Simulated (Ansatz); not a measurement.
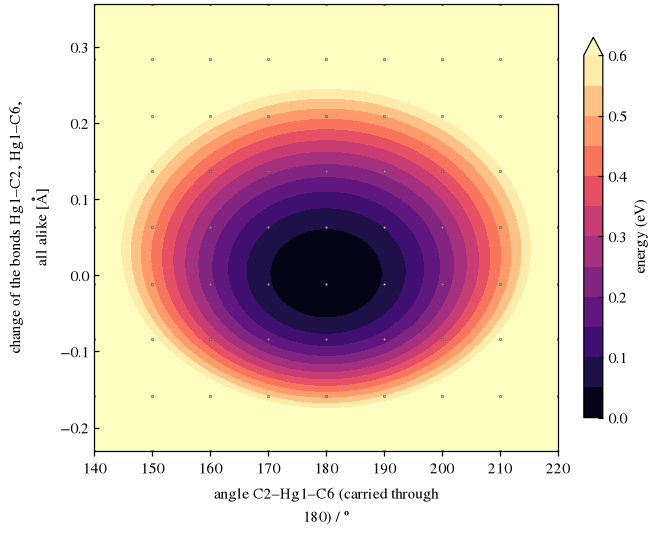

HgMe2 (C2H6Hg). First axis: angle C2–Hg1–C6 (carried through 180). Second axis: change of the bonds Hg1–C2, Hg1–C6, all alike. Nothing is relaxed (all other coordinates rigid). The scan uses a 9 × 9 grid. Points are written as (first, second). All energies are given in eV relative to the relaxed molecule at the same level. The calculation used RKS r2SCAN-D4/def2-TZVP (Ansatz).

Drawn: filled contours, dots at the grid points, one colour for all values above the top of the scale. Between grid points the surface is interpolated.

Q: Estimate the position of the minimum and the force constants in these coordinates.

A: The interpolated minimum is at the first coordinate ≈ 180°, the second coordinate ≈ 0.000 Å. The curvatures there are about 3.5 eV/rad² and 29 eV/Å², with a cross term of about 0 eV/(rad·Å). Round the minimum the two coordinates are nearly uncoupled.
